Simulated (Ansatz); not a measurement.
# C2H6FNO2W: one species, many methods

Aim: compute C2H6FNO2W with functionals from several rungs and with coupled cluster. The comparison is of orbital energies and run times, and the correlation energy is taken apart.

Program: Ansatz 0.2.0, Gaussian basis. Level of theory: functionals in def2-TZVPP, the program's frozen cores in correlated methods. These are calculated values, not measurements.

Levels to be run: LDA (SPW92), PBE-D4, revPBE-D4, BLYP-D4, r2SCAN-D4, B97M-V, PBE0-D4, B3LYP-D4, r2SCANh-D4, r2SCAN0-D4, HSE06-D4, BHLYP-D4, CAM-B3LYP-D4, LC-ωPBE, ωB97X-V, ωB97M-V, B2PLYP, PBE-QIDH; CCSD(T)/def2-SVP; CCSD(T)/def2-TZVPP; MP2/def2-QZVPP; extrapolation to the limit; RPA on PBE.

### 1 Structure used throughout

All runs share one geometry, relaxed beforehand with PBE0-D4 in a triple-zeta def2 set. W takes the def2 core potential; no spin-orbit term is included.

SMILES `C[N]=[W](=[O])([F])[O]C`, 13 atoms, charge 0, spin multiplicity 1.

Atoms are counted from 1 here; the program's logs count them from 0.

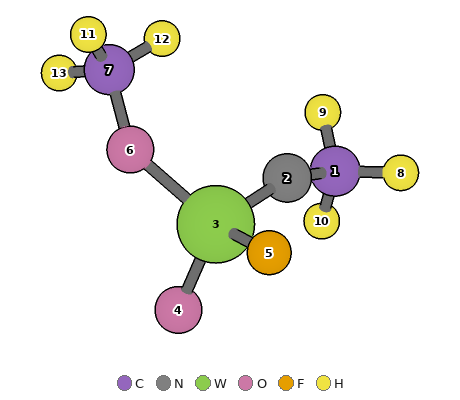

The geometry (carbon purple, nitrogen grey, tungsten green, oxygen pink, fluorine amber, hydrogen yellow); atoms are numbered from 1 in the order of the file.

### 2 LDA

This LDA is Slater exchange with PW92 correlation.

Input file in.yaml:

```yaml
crystal:
  periodic: [false, false, false]
  atoms:
    - {symbol: C, position_ang: [0.741379, -2.010654, 0.947791]}
    - {symbol: N, position_ang: [0.754384, -0.630694, 0.615040]}
    - {symbol: W, position_ang: [0.376443, 1.054888, 0.854864]}
    - {symbol: O, position_ang: [-0.578864, 1.185776, 2.265023]}
    - {symbol: F, position_ang: [1.984742, 2.003528, 1.048798]}
    - {symbol: O, position_ang: [-0.611878, 1.628213, -0.619586]}
    - {symbol: C, position_ang: [-1.116800, 1.076374, -1.810640]}
    - {symbol: H, position_ang: [1.762870, -2.371036, 1.104355]}
    - {symbol: H, position_ang: [0.306304, -2.593651, 0.129902]}
    - {symbol: H, position_ang: [0.159897, -2.199689, 1.856869]}
    - {symbol: H, position_ang: [-0.908347, 1.764900, -2.632667]}
    - {symbol: H, position_ang: [-0.651266, 0.110010, -2.022943]}
    - {symbol: H, position_ang: [-2.198365, 0.947233, -1.722107]}
basis:
  gaussian: {orbitals: def2-TZVPP}
hamiltonian: {xc: lda}
output: {orbitals: {seedname: orbitals}}
```

Command:

```console
ansatz run in.yaml --threads 2 --pin off --events-out ev --progress --plain --max-ram 32768MiB --backend cuda --devices 0, --max-vram 18GiB
```

What it wrote:

```text
Functional definition: SPW92
  name "SPW92"
  cite "Dirac, Proc. Camb. Phil. Soc. 26, 376 (1930) doi:10.1017/S0305004100016108"
  cite "Slater, Phys. Rev. 81, 385 (1951) doi:10.1103/PhysRev.81.385"
  cite "Perdew & Wang, Phys. Rev. B 45, 13244 (1992) doi:10.1103/PhysRevB.45.13244"
  exchange = slater_x
  correlation = pw_c
1662 factors; their error is unknown
mean field evaluation 1: about -12194.2723 eV, gradient 1.3e2 eV
mean field evaluation 2: about -11852.1030 eV, gradient 3.8e2 eV
mean field evaluation 4: about -12214.3537 eV, gradient 8.8e1 eV
mean field evaluation 8: about -12227.0505 eV, gradient 4.9e0 eV
mean field evaluation 16: about -12227.0609 eV, gradient 3.9e-2 eV
mean field -12227.06087718 eV, -449.3361994367 hartree, gradient 5.4e-5 eV, S^2 0.000000; 0 other end points of the search recorded, 0 dependent functions left out
reference -12227.06092563 eV, -449.3362012174 hartree; 32, 32 occupied and 294, 294 virtual orbitals, 1662 factors
Total energy: -12227.06092563 eV, -449.3362012174 hartree
```

Wall time 13 s (1 × H100 (card shared with other runs) with 2 threads of AMD EPYC 7R13, shared host); peak host memory 0.84 GiB.

HOMO -6.45 eV, LUMO -2.10 eV.

### 3 PBE-D4 (GGA)

Edit in.yaml of step 2 so:

```diff
@@ -18,3 +18,3 @@
   gaussian: {orbitals: def2-TZVPP}
-hamiltonian: {xc: lda}
-output: {orbitals: {seedname: orbitals}}
+hamiltonian: {xc: pbe, dispersion: d4}
+output: {forces: true, orbitals: {seedname: orbitals}}
```

The command is unchanged.

What it wrote, shortened:

```text
Functional definition: PBE
  name "PBE"
  cite "Perdew, Burke & Ernzerhof, Phys. Rev. Lett. 77, 3865 (1996) doi:10.1103/PhysRevLett.77.3865"
  parent pbe
[...]
1662 factors; their error is unknown
[...]
mean field -12298.16240197 eV, -451.9491322787 hartree, gradient 3.2e-5 eV, S^2 0.000000; 0 other end points of the search recorded, 0 dependent functions left out
[...]
reference -12298.16245469 eV, -451.9491342160 hartree; 32, 32 occupied and 294, 294 virtual orbitals, 1662 factors
Total energy: -12298.46332120 eV, -451.9601908561 hartree
Atom 0 at     0.741379    -2.010654     0.947791 Å, force     0.001637     0.019897    -0.002101 eV/Å
Atom 1 at     0.754384    -0.630694     0.615040 Å, force     0.207309    -0.686025    -0.196739 eV/Å
Atom 2 at     0.376443     1.054888     0.854864 Å, force     0.332341     0.535061    -0.443573 eV/Å
Atom 3 at    -0.578864     1.185776     2.265023 Å, force    -0.642799     0.065602     0.938699 eV/Å
Atom 4 at     1.984742     2.003528     1.048798 Å, force     0.428472     0.239108     0.069929 eV/Å
Atom 5 at    -0.611878     1.628213    -0.619586 Å, force    -0.141866     0.337420    -0.027300 eV/Å
Atom 6 at    -1.116800     1.076374    -1.810640 Å, force    -0.067001    -0.076191    -0.153164 eV/Å
Atom 7 at     1.762870    -2.371036     1.104355 Å, force     0.212009    -0.107913     0.038147 eV/Å
Atom 8 at     0.306304    -2.593651     0.129902 Å, force    -0.088645    -0.150450    -0.161296 eV/Å
Atom 9 at     0.159897    -2.199689     1.856869 Å, force    -0.125057    -0.069975     0.201422 eV/Å
Atom 10 at    -0.908347     1.764900    -2.632667 Å, force     0.034935     0.141657    -0.194991 eV/Å
Atom 11 at    -0.651266     0.110010    -2.022943 Å, force     0.092870    -0.213785    -0.063496 eV/Å
Atom 12 at    -2.198365     0.947233    -1.722107 Å, force    -0.244204    -0.034407    -0.005536 eV/Å
Dipole moment:    -0.116255    -0.428985    -0.629757 e Å
```

Run time: 14 s. Hardware: 1 × H100 (card shared with other runs) with 2 threads of AMD EPYC 7R13, shared host; peak host memory 0.86 GiB.

HOMO -6.26 eV, LUMO -1.85 eV.

### 4 revPBE-D4 (GGA)

Edit in.yaml of step 3 so:

```diff
@@ -18,3 +18,3 @@
   gaussian: {orbitals: def2-TZVPP}
-hamiltonian: {xc: pbe, dispersion: d4}
-output: {forces: true, orbitals: {seedname: orbitals}}
+hamiltonian: {xc: {name: revPBE}, dispersion: d4}
+output: {orbitals: {seedname: orbitals}}
```

The command is unchanged.

What it wrote:

```text
Functional definition: revPBE
  name "revPBE"
  cite "Zhang & Yang, Phys. Rev. Lett. 80, 890 (1998) doi:10.1103/PhysRevLett.80.890"
  cite "Perdew, Burke & Ernzerhof, Phys. Rev. Lett. 77, 3865 (1996) doi:10.1103/PhysRevLett.77.3865"
  parameter kappa = 1.245
  parameter beta = 0.06672455060314922
  exchange = pbe_x(kappa = kappa, mu = beta*pi^2/3)
  correlation = pbe_c(beta = beta)
1662 factors; their error is unknown
mean field evaluation 1: about -12276.3951 eV, gradient 1.3e2 eV
mean field evaluation 2: about -11947.8793 eV, gradient 3.8e2 eV
mean field evaluation 4: about -12295.5413 eV, gradient 8.3e1 eV
mean field evaluation 8: about -12307.0861 eV, gradient 4.2e0 eV
mean field evaluation 16: about -12307.0847 eV, gradient 4.1e-2 eV
mean field -12307.08465877 eV, -452.2770191681 hartree, gradient 2.5e-5 eV, S^2 0.000000; 0 other end points of the search recorded, 0 dependent functions left out
reference -12307.08472517 eV, -452.2770216082 hartree; 32, 32 occupied and 294, 294 virtual orbitals, 1662 factors
Total energy: -12307.93041554 eV, -452.3081001563 hartree
```

Wall time 11 s (1 × H100 (card shared with other runs) with 2 threads of AMD EPYC 7R13, shared host); peak host memory 0.85 GiB.

HOMO -6.18 eV, LUMO -1.75 eV.

### 5 BLYP-D4 (GGA)

Edit in.yaml of step 4 so:

```diff
@@ -18,3 +18,3 @@
   gaussian: {orbitals: def2-TZVPP}
-hamiltonian: {xc: {name: revPBE}, dispersion: d4}
+hamiltonian: {xc: {name: BLYP}, dispersion: d4}
 output: {orbitals: {seedname: orbitals}}
```

Same command.

What it wrote:

```text
Functional definition: BLYP
  name "BLYP"
  cite "Becke, Phys. Rev. A 38, 3098 (1988) doi:10.1103/PhysRevA.38.3098"
  cite "Lee, Yang & Parr, Phys. Rev. B 37, 785 (1988) doi:10.1103/PhysRevB.37.785"
  parameter beta = 0.0042
  parameter a = 0.04918
  parameter b = 0.132
  parameter c = 0.2533
  parameter d = 0.349
  exchange = b88_x(beta = beta)
  correlation = lyp_c(a = a, b = b, c = c, d = d)
1662 factors; their error is unknown
mean field evaluation 1: about -12269.8979 eV, gradient 1.4e2 eV
mean field evaluation 2: about -11901.8345 eV, gradient 3.9e2 eV
mean field evaluation 4: about -12291.4956 eV, gradient 9.4e1 eV
mean field evaluation 8: about -12305.9987 eV, gradient 5.5e0 eV
mean field evaluation 16: about -12306.0162 eV, gradient 2.7e-2 eV
mean field -12306.01624778 eV, -452.2377557884 hartree, gradient 3.4e-5 eV, S^2 0.000000; 0 other end points of the search recorded, 0 dependent functions left out
reference -12306.01669255 eV, -452.2377721335 hartree; 32, 32 occupied and 294, 294 virtual orbitals, 1662 factors
Total energy: -12306.65855063 eV, -452.2613599831 hartree
```

It took 12 s on 1 × H100 (card shared with other runs) with 2 threads of AMD EPYC 7R13, shared host; peak host memory 0.85 GiB.

HOMO -6.15 eV, LUMO -1.77 eV.

### 6 r2SCAN-D4 (meta-GGA)

Edit in.yaml of step 5 so:

```diff
@@ -18,3 +18,3 @@
   gaussian: {orbitals: def2-TZVPP}
-hamiltonian: {xc: {name: BLYP}, dispersion: d4}
-output: {orbitals: {seedname: orbitals}}
+hamiltonian: {xc: r2scan, dispersion: d4}
+output: {forces: true, orbitals: {seedname: orbitals}}
```

Same command.

What it wrote, shortened:

```text
Functional definition: r2SCAN
  name "r2SCAN"
  cite "Furness, Kaplan, Ning, Perdew & Sun, J. Phys. Chem. Lett. 11, 8208 (2020) doi:10.1021/acs.jpclett.0c02405"
  cite "Furness, Kaplan, Ning, Perdew & Sun, J. Phys. Chem. Lett. 11, 9248 (2020) doi:10.1021/acs.jpclett.0c03077"
  parent r2scan
[...]
1662 factors; their error is unknown
[...]
mean field -12304.17086236 eV, -452.1699391251 hartree, gradient 5.4e-5 eV, S^2 0.000000; 0 other end points of the search recorded, 0 dependent functions left out
[...]
reference -12304.17087747 eV, -452.1699396804 hartree; 32, 32 occupied and 294, 294 virtual orbitals, 1662 factors
Total energy: -12304.24866509 eV, -452.1727983227 hartree
Atom 0 at     0.741379    -2.010654     0.947791 Å, force     0.001042    -0.142521     0.037808 eV/Å
Atom 1 at     0.754384    -0.630694     0.615040 Å, force     0.125247    -0.346981    -0.127166 eV/Å
[...]
Atom 3 at    -0.578864     1.185776     2.265023 Å, force    -0.302750     0.044679     0.448062 eV/Å
Atom 4 at     1.984742     2.003528     1.048798 Å, force     0.087470     0.051940     0.019667 eV/Å
Atom 5 at    -0.611878     1.628213    -0.619586 Å, force    -0.022532     0.190892     0.076801 eV/Å
Atom 6 at    -1.116800     1.076374    -1.810640 Å, force    -0.119706    -0.114330    -0.269916 eV/Å
Atom 7 at     1.762870    -2.371036     1.104355 Å, force    -0.010737    -0.011896     0.001278 eV/Å
Atom 8 at     0.306304    -2.593651     0.129902 Å, force     0.004278    -0.008658     0.011202 eV/Å
Atom 9 at     0.159897    -2.199689     1.856869 Å, force     0.000551    -0.012001     0.001115 eV/Å
Atom 10 at    -0.908347     1.764900    -2.632667 Å, force    -0.004320    -0.008308     0.009255 eV/Å
Atom 11 at    -0.651266     0.110010    -2.022943 Å, force     0.002314     0.005530     0.006707 eV/Å
Atom 12 at    -2.198365     0.947233    -1.722107 Å, force     0.010462     0.001907    -0.003953 eV/Å
Dipole moment:    -0.117214    -0.436003    -0.646602 e Å
```

Run time: 14 s. Hardware: 1 × H100 (card shared with other runs) with 2 threads of AMD EPYC 7R13, shared host; peak host memory 0.88 GiB.

HOMO -6.54 eV, LUMO -1.75 eV.

### 7 B97M-V (meta-GGA)

Edit in.yaml of step 6 so:

```diff
@@ -18,3 +18,3 @@
   gaussian: {orbitals: def2-TZVPP}
-hamiltonian: {xc: r2scan, dispersion: d4}
-output: {forces: true, orbitals: {seedname: orbitals}}
+hamiltonian: {xc: {name: B97M-V}}
+output: {orbitals: {seedname: orbitals}}
```

Launched as before.

What it wrote, shortened:

```text
Functional definition: B97M-V
  name "B97M-V"
  cite "Mardirossian & Head-Gordon, J. Chem. Phys. 142, 074111 (2015) doi:10.1063/1.4907719"
  cite "Becke, J. Chem. Phys. 107, 8554 (1997) doi:10.1063/1.475007"
  cite "Vydrov & Van Voorhis, J. Chem. Phys. 133, 244103 (2010) doi:10.1063/1.3521275"
  # Of w^i u^j: cxij and so on, Table III.
[...]
  gx(w, u) = cx00 + cx01*u + cx02*u^2 + (cx10 + cx11*u)*w
  gss(w, u) = css00 + css02*u^2 + css10*w + (css32*w^3 + css42*w^4)*u^2
  gos(w, u) = cos00 + cos01*u + cos03*u^3 + cos10*w + cos32*w^3*u^2
[...]
      + integral(e_c_pw_mod_opposite_spin*gos(b97_w_opposite, b97_u_opposite)) + vv10(b, c)
1662 factors; their error is unknown
[...]
mean field -12305.70132723 eV, -452.2261826716 hartree, gradient 4.3e-5 eV, S^2 0.000000; 0 other end points of the search recorded, 0 dependent functions left out
reference -12305.70140130 eV, -452.2261853938 hartree; 32, 32 occupied and 294, 294 virtual orbitals, 1662 factors
Total energy: -12305.70140130 eV, -452.2261853938 hartree
```

Run time: 15 s. Hardware: 1 × H100 (card shared with other runs) with 2 threads of AMD EPYC 7R13, shared host; peak host memory 0.95 GiB.

HOMO -6.62 eV, LUMO -1.74 eV.

### 8 PBE0-D4 (hybrid)

Edit in.yaml of step 7 so:

```diff
@@ -18,3 +18,3 @@
   gaussian: {orbitals: def2-TZVPP}
-hamiltonian: {xc: {name: B97M-V}}
+hamiltonian: {xc: pbe0, dispersion: d4}
 output: {orbitals: {seedname: orbitals}}
```

Same command.

What it wrote:

```text
Functional definition: PBE0
  name "PBE0"
  cite "Adamo & Barone, J. Chem. Phys. 110, 6158 (1999) doi:10.1063/1.478522"
  cite "Perdew, Burke & Ernzerhof, Phys. Rev. Lett. 77, 3865 (1996) doi:10.1103/PhysRevLett.77.3865"
  parent pbe
  parameter a = 0.25
  parameter kappa = 0.804
  parameter beta = 0.06672455060314922
  exchange = (1 - a)*pbe_x(kappa = kappa, mu = beta*pi^2/3) + a*exact_x
  correlation = pbe_c(beta = beta)
1727 factors; their error is unknown
mean field evaluation 1: about -12273.6169 eV, gradient 1.1e2 eV
mean field evaluation 2: about -12096.8322 eV, gradient 3.2e2 eV
mean field evaluation 4: about -12293.8075 eV, gradient 3.9e1 eV
mean field evaluation 8: about -12296.2805 eV, gradient 5.8e-1 eV
mean field evaluation 16: about -12296.3050 eV, gradient 6.8e-4 eV
mean field -12296.30496966 eV, -451.8808729001 hartree, gradient 7.9e-5 eV, S^2 0.000000; 0 other end points of the search recorded, 0 dependent functions left out
reference -12296.30500796 eV, -451.8808743078 hartree; 32, 32 occupied and 294, 294 virtual orbitals, 1727 factors
Total energy: -12296.56265713 eV, -451.8903427399 hartree
```

Wall time 13 s (1 × H100 (card shared with other runs) with 2 threads of AMD EPYC 7R13, shared host); peak host memory 0.85 GiB.

HOMO -7.64 eV, LUMO -1.07 eV.

### 9 B3LYP-D4 (hybrid)

B3LYP here takes the VWN-RPA correlation.

Edit in.yaml of step 8 so:

```diff
@@ -18,3 +18,3 @@
   gaussian: {orbitals: def2-TZVPP}
-hamiltonian: {xc: pbe0, dispersion: d4}
-output: {orbitals: {seedname: orbitals}}
+hamiltonian: {xc: {name: B3LYP}, dispersion: d4}
+output: {forces: true, orbitals: {seedname: orbitals}}
```

Same command.

What it wrote, shortened:

```text
Functional definition: B3LYP
  name "B3LYP"
  cite "Stephens, Devlin, Chabalowski & Frisch, J. Phys. Chem. 98, 11623 (1994) doi:10.1021/j100096a001"
  cite "Becke, Phys. Rev. A 38, 3098 (1988) doi:10.1103/PhysRevA.38.3098"
  cite "Lee, Yang & Parr, Phys. Rev. B 37, 785 (1988) doi:10.1103/PhysRevB.37.785"
  cite "Vosko, Wilk & Nusair, Can. J. Phys. 58, 1200 (1980) doi:10.1139/p80-159"
[...]
1707 factors; their error is unknown
[...]
mean field -12308.83514476 eV, -452.3413483416 hartree, gradient 1.9e-5 eV, S^2 0.000000; 0 other end points of the search recorded, 0 dependent functions left out
[...]
reference -12308.83547000 eV, -452.3413602942 hartree; 32, 32 occupied and 294, 294 virtual orbitals, 1707 factors
Total energy: -12309.31731349 eV, -452.3590677158 hartree
Atom 0 at     0.741379    -2.010654     0.947791 Å, force     0.006283    -0.272585     0.052414 eV/Å
[...]
Atom 3 at    -0.578864     1.185776     2.265023 Å, force    -0.301959     0.050111     0.450165 eV/Å
Atom 4 at     1.984742     2.003528     1.048798 Å, force     0.279404     0.169945     0.030874 eV/Å
Atom 5 at    -0.611878     1.628213    -0.619586 Å, force    -0.045089     0.185381     0.003436 eV/Å
Atom 6 at    -1.116800     1.076374    -1.810640 Å, force    -0.153906    -0.107228    -0.338121 eV/Å
Atom 7 at     1.762870    -2.371036     1.104355 Å, force    -0.050367    -0.002131     0.000115 eV/Å
Atom 8 at     0.306304    -2.593651     0.129902 Å, force     0.018736     0.009481     0.045329 eV/Å
Atom 9 at     0.159897    -2.199689     1.856869 Å, force     0.026526    -0.007789    -0.035921 eV/Å
Atom 10 at    -0.908347     1.764900    -2.632667 Å, force    -0.018159    -0.043421     0.031293 eV/Å
Atom 11 at    -0.651266     0.110010    -2.022943 Å, force    -0.027362     0.052692     0.008785 eV/Å
Atom 12 at    -2.198365     0.947233    -1.722107 Å, force     0.053123     0.001751    -0.016106 eV/Å
Dipole moment:    -0.116215    -0.448535    -0.655363 e Å
```

It took 12 s on 1 × H100 (card shared with other runs) with 2 threads of AMD EPYC 7R13, shared host; peak host memory 0.9 GiB.

HOMO -7.42 eV, LUMO -1.32 eV.

### 10 r2SCANh-D4 (hybrid)

Edit in.yaml of step 9 so:

```diff
@@ -18,3 +18,3 @@
   gaussian: {orbitals: def2-TZVPP}
-hamiltonian: {xc: {name: B3LYP}, dispersion: d4}
-output: {forces: true, orbitals: {seedname: orbitals}}
+hamiltonian: {xc: {name: r2SCANh}, dispersion: d4}
+output: {orbitals: {seedname: orbitals}}
```

Same command.

What it wrote, shortened:

```text
Functional definition: r2SCANh
  name "r2SCANh"
  cite "Bursch, Neugebauer, Ehlert & Grimme, J. Chem. Phys. 156, 134105 (2022) doi:10.1063/5.0086040"
  cite "Furness, Kaplan, Ning, Perdew & Sun, J. Phys. Chem. Lett. 11, 8208 (2020) doi:10.1021/acs.jpclett.0c02405"
  cite "Furness, Kaplan, Ning, Perdew & Sun, J. Phys. Chem. Lett. 11, 9248 (2020) doi:10.1021/acs.jpclett.0c03077"
  parent r2scan
[...]
1662 factors; their error is unknown
[...]
mean field -12302.65060044 eV, -452.1140705302 hartree, gradient 1.6e-5 eV, S^2 0.000000; 0 other end points of the search recorded, 0 dependent functions left out
reference -12302.65061431 eV, -452.1140710397 hartree; 32, 32 occupied and 294, 294 virtual orbitals, 1662 factors
Total energy: -12302.73374555 eV, -452.1171260566 hartree
```

Run time: 14 s. Hardware: 1 × H100 (card shared with other runs) with 2 threads of AMD EPYC 7R13, shared host; peak host memory 0.88 GiB.

HOMO -7.05 eV, LUMO -1.45 eV.

### 11 r2SCAN0-D4 (hybrid)

Edit in.yaml of step 10 so:

```diff
@@ -18,3 +18,3 @@
   gaussian: {orbitals: def2-TZVPP}
-hamiltonian: {xc: {name: r2SCANh}, dispersion: d4}
+hamiltonian: {xc: {name: r2SCAN0}, dispersion: d4}
 output: {orbitals: {seedname: orbitals}}
```

Launched as before.

What it wrote, shortened:

```text
Functional definition: r2SCAN0
  name "r2SCAN0"
  cite "Bursch, Neugebauer, Ehlert & Grimme, J. Chem. Phys. 156, 134105 (2022) doi:10.1063/5.0086040"
  cite "Furness, Kaplan, Ning, Perdew & Sun, J. Phys. Chem. Lett. 11, 8208 (2020) doi:10.1021/acs.jpclett.0c02405"
  cite "Furness, Kaplan, Ning, Perdew & Sun, J. Phys. Chem. Lett. 11, 9248 (2020) doi:10.1021/acs.jpclett.0c03077"
  parent r2scan
[...]
1727 factors; their error is unknown
[...]
mean field -12300.44201435 eV, -452.0329064882 hartree, gradient 2.8e-5 eV, S^2 0.000000; 0 other end points of the search recorded, 0 dependent functions left out
reference -12300.44202635 eV, -452.0329069294 hartree; 32, 32 occupied and 294, 294 virtual orbitals, 1727 factors
Total energy: -12300.53375674 eV, -452.0362779588 hartree
```

It took 13 s on 1 × H100 (card shared with other runs) with 2 threads of AMD EPYC 7R13, shared host; peak host memory 0.88 GiB.

HOMO -7.83 eV, LUMO -1.00 eV.

### 12 HSE06-D4 (hybrid)

HSE06 is the plane-wave form, built on full-range PBE exchange.

Edit in.yaml of step 11 so:

```diff
@@ -18,3 +18,3 @@
   gaussian: {orbitals: def2-TZVPP}
-hamiltonian: {xc: {name: r2SCAN0}, dispersion: d4}
+hamiltonian: {xc: hse06, dispersion: d4}
 output: {orbitals: {seedname: orbitals}}
```

Same command.

What it wrote, shortened:

```text
Functional definition: HSE06
  name "HSE06"
  cite "Heyd, Scuseria & Ernzerhof, J. Chem. Phys. 118, 8207 (2003) doi:10.1063/1.1564060"
  cite "Krukau, Vydrov, Izmaylov & Scuseria, J. Chem. Phys. 125, 224106 (2006) doi:10.1063/1.2404663"
  cite "Heyd & Scuseria, J. Chem. Phys. 120, 7274 (2004) doi:10.1063/1.1668634"
  cite "Ernzerhof & Perdew, J. Chem. Phys. 109, 3313 (1998) doi:10.1063/1.476928"
  cite "Perdew, Burke & Ernzerhof, Phys. Rev. Lett. 77, 3865 (1996) doi:10.1103/PhysRevLett.77.3865"
  parent pbe
[...]
  # The whole range is PBE's own exchange, as in plane waves. The composition of these papers is wPBEh.
[...]
1727 factors; their error is unknown
140 factors; integrals over basis functions are off by at most 3.3e-7 eV
[...]
mean field -12295.80922579 eV, -451.8626546490 hartree, gradient 5.8e-5 eV, S^2 0.000000; 0 other end points of the search recorded, 0 dependent functions left out
reference -12295.80927684 eV, -451.8626565249 hartree; 32, 32 occupied and 294, 294 virtual orbitals, 1727 factors
Total energy: -12296.05134596 eV, -451.8715524010 hartree
```

It took 13 s on 1 × H100 (card shared with other runs) with 2 threads of AMD EPYC 7R13, shared host; peak host memory 0.96 GiB.

HOMO -7.23 eV, LUMO -1.44 eV.

### 13 BHLYP-D4 (hybrid)

Edit in.yaml of step 12 so:

```diff
@@ -18,3 +18,3 @@
   gaussian: {orbitals: def2-TZVPP}
-hamiltonian: {xc: hse06, dispersion: d4}
+hamiltonian: {xc: {name: BHLYP}, dispersion: d4}
 output: {orbitals: {seedname: orbitals}}
```

The command is unchanged.

What it wrote:

```text
Functional definition: BHLYP
  name "BHLYP"
  cite "Becke, J. Chem. Phys. 98, 1372 (1993) doi:10.1063/1.464304"
  cite "Becke, Phys. Rev. A 38, 3098 (1988) doi:10.1103/PhysRevA.38.3098"
  cite "Lee, Yang & Parr, Phys. Rev. B 37, 785 (1988) doi:10.1103/PhysRevB.37.785"
  parameter a = 0.5
  exchange = (1 - a)*b88_x + a*exact_x
  correlation = lyp_c
1968 factors; their error is unknown
mean field evaluation 1: about -12279.4638 eV, gradient 1.0e2 eV
mean field evaluation 2: about -12184.7643 eV, gradient 2.5e2 eV
mean field evaluation 4: about -12297.7920 eV, gradient 1.9e1 eV
mean field evaluation 8: about -12298.3500 eV, gradient 1.5e-1 eV
mean field evaluation 16: about -12298.4270 eV, gradient 1.3e-3 eV
mean field -12298.42699124 eV, -451.9588557548 hartree, gradient 6.6e-5 eV, S^2 0.000000; 0 other end points of the search recorded, 0 dependent functions left out
reference -12298.42720764 eV, -451.9588637074 hartree; 32, 32 occupied and 294, 294 virtual orbitals, 1968 factors
Total energy: -12298.81764737 eV, -451.9732121029 hartree
```

It took 14 s on 1 × H100 (card shared with other runs) with 2 threads of AMD EPYC 7R13, shared host; peak host memory 0.85 GiB.

HOMO -8.94 eV, LUMO -0.17 eV.

[end of part 1 of 2]
